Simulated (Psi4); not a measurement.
# HBS (hydrogen boron sulfide) at B3LYP/cc-pwCVTZ (sweep point 5)

Aim: the vertical ionisation energy of HBS (hydrogen boron sulfide) at B3LYP/cc-pwCVTZ (sweep point 5), from 2 runs. 

The calculation is run with Psi4 1.11.

### Step 1. The molecule

The species is HBS (3 atoms), meant as a singlet with charge 0. As SMILES, `B=S`. The coordinates come from a GFN2-xTB relaxation.

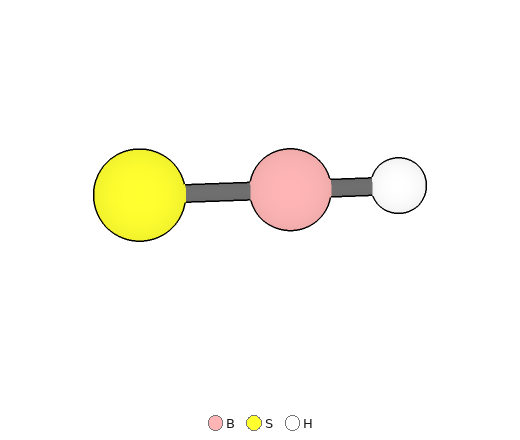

The structure, seen from a chosen angle (boron pink, sulfur yellow, hydrogen white).

### Step 2. The energy at B3LYP/cc-pwCVTZ (sweep point 5)

File input.dat:

```
memory 1600 MB

molecule mol {
  B     -0.07753546    -0.03042459     0.26936156
  S      0.74704653     0.27686377    -2.60717955
  H     -0.66952997    -0.24643918     2.33779909
  units au
  symmetry c1
}

set basis cc-pwCVTZ
set reference rks
set puream true
set scf_type pk
set dft_radial_points 99
set dft_spherical_points 590

e = energy('b3lyp')
```

Run with:

```bash
psi4 input.dat output.dat -n 1
```

output.dat:

```text
[...]
  Running in c1 symmetry.
[...]
  Nuclear repulsion =   32.001458650021128
[...]
  Multiplicity = 1
[...]
  Nalpha       = 11
  Nbeta        = 11
[...]
    Number of basis functions: 116
[...]
   @RKS iter   1:  -423.59172136183633   -3.15958e-01   4.67883e-03 DIIS/ADIIS
[...]
   @RKS iter   7:  -423.70370258220379   -5.06364e-07   3.92912e-07 DIIS
[...]
    Orbital Energies [Eh]
    ---------------------
    Doubly Occupied:
       1A    -88.849127     2A     -7.933946     3A     -6.803863
       4A     -5.892527     5A     -5.892527     6A     -5.892358
       7A     -0.733530     8A     -0.490604     9A     -0.386575
      10A     -0.303794    11A     -0.303794
[...]
  @RKS Final Energy:  -423.70370258220379
   => Energetics <=
    Nuclear Repulsion Energy =             32.0014586500211280
    One-Electron Energy =                -647.1474293320197830
    Two-Electron Energy =                 215.7134839357364342
    DFT Exchange-Correlation Energy =     -24.2712158359416250
    Empirical Dispersion Energy =           0.0000000000000000
    VV10 Nonlocal Energy =                  0.0000000000000000
    Total Energy =                       -423.7037025822037890
[...]
 Multipole Moments:
 ------------------------------------------------------------------------------------
     Multipole            Electronic (a.u.)      Nuclear  (a.u.)        Total (a.u.)
 ------------------------------------------------------------------------------------
 L = 1.  Multiply by 2.5417464519 to convert [e a0] to [Debye]
 Dipole X            :          0.5102190           -1.0368395           -0.5266205
 Dipole Y            :          0.0508474           -0.1057839           -0.0549364
 Dipole Z            :         -0.0000000            0.0000000           -0.0000000
 Magnitude           :                                                    0.5294782
[...]
```

Wall time 13 s (1 thread of AMD EPYC 7R43 (Zen 3), shared host); peak memory 0.87 GiB.

### Step 3. The doublet cation at the same level

File bhs.in:

```
memory 1600 MB

molecule molecule1 {
  1 2
  B     -0.07753546    -0.03042459     0.26936156
  S      0.74704653     0.27686377    -2.60717955
  H     -0.66952997    -0.24643918     2.33779909
  units bohr
  symmetry c1
}

set basis cc-pwCVTZ
set reference uks
set puream true
set scf_type pk
set dft_radial_points 99
set dft_spherical_points 590
set maxiter 150

e, wfn = energy('b3lyp', return_wfn=True)
print_variables()
```

Run with:

```bash
psi4 -i bhs.in -o bhs.out -n 1
```

bhs.out:

```text
[...]
  Running in c1 symmetry.
[...]
  Nuclear repulsion =   32.001458650021128
[...]
  Multiplicity = 2
[...]
  Nalpha       = 11
  Nbeta        = 10
[...]
    Number of basis functions: 116
[...]
   @UKS iter   1:  -423.24308425850882    3.26794e-02   3.37749e-03 DIIS/ADIIS
[...]
   @UKS iter   8:  -423.29280900943866   -8.64285e-08   5.39635e-07 DIIS
[...]
   @S^2 Observed:                7.534098231E-01
[...]
    Orbital Energies [Eh]
    ---------------------
    Alpha Occupied:
       1A    -89.206129     2A     -8.287474     3A     -7.123483
       4A     -6.257421     5A     -6.243038     6A     -6.241577
       7A     -1.082717     8A     -0.761802     9A     -0.692627
      10A     -0.652850    11A     -0.613614
    Alpha Virtual:
      12A     -0.342361    13A     -0.323762    14A     -0.180785
      15A     -0.135219    16A     -0.067142    17A     -0.058215
      18A     -0.048240    19A     -0.037490    20A     -0.014704
      21A     -0.012882    22A      0.055898    23A      0.072418
      24A      0.100276    25A      0.117103    26A      0.135558
[...]
  @UKS Final Energy:  -423.29280900943866
   => Energetics <=
    Nuclear Repulsion Energy =             32.0014586500211280
    One-Electron Energy =                -639.8810231149323045
    Two-Electron Energy =                 208.6317612670490291
    DFT Exchange-Correlation Energy =     -24.0450058115765408
    Empirical Dispersion Energy =           0.0000000000000000
    VV10 Nonlocal Energy =                  0.0000000000000000
    Total Energy =                       -423.2928090094386562
[...]
 Multipole Moments:
 ------------------------------------------------------------------------------------
     Multipole            Electronic (a.u.)      Nuclear  (a.u.)        Total (a.u.)
 ------------------------------------------------------------------------------------
 L = 1.  Multiply by 2.5417464519 to convert [e a0] to [Debye]
 Dipole X            :          0.1962361           -1.0368395           -0.8406034
 Dipole Y            :          0.0174837           -0.1057839           -0.0883001
 Dipole Z            :          0.0000000            0.0000000            0.0000000
 Magnitude           :                                                    0.8452284
[...]
```

Run time: 18 s. Hardware: 1 thread of AMD EPYC 7R43 (Zen 3), shared host; peak memory 0.87 GiB.

### Step 4. Summary of results

Level: B3LYP/cc-pwCVTZ (sweep point 5).

| quantity | value |
| --- | --- |
| singlet HBS: total energy | -423.70370 Eh |
| singlet HBS: dipole moment | 1.35 D |
| singlet HBS: HOMO energy | -8.27 eV |
| singlet HBS: LUMO energy | -1.37 eV |
| singlet HBS: HOMO–LUMO gap | 6.90 eV |
| doublet cation: total energy | -423.29281 Eh |
| doublet cation: HOMO energy (highest over α and β) | -16.39 eV |
| doublet cation: LUMO energy (lowest over α and β) | -14.13 eV |
| doublet cation: ⟨S²⟩ | 0.753 |
| vertical ionisation energy (to the doublet cation) | 11.181 eV |

The vertical ionisation energy comes to 11.18 eV (258 kcal/mol). −ε(HOMO) before ionisation, 8.27 eV, is 2.91 eV below this ionisation energy.
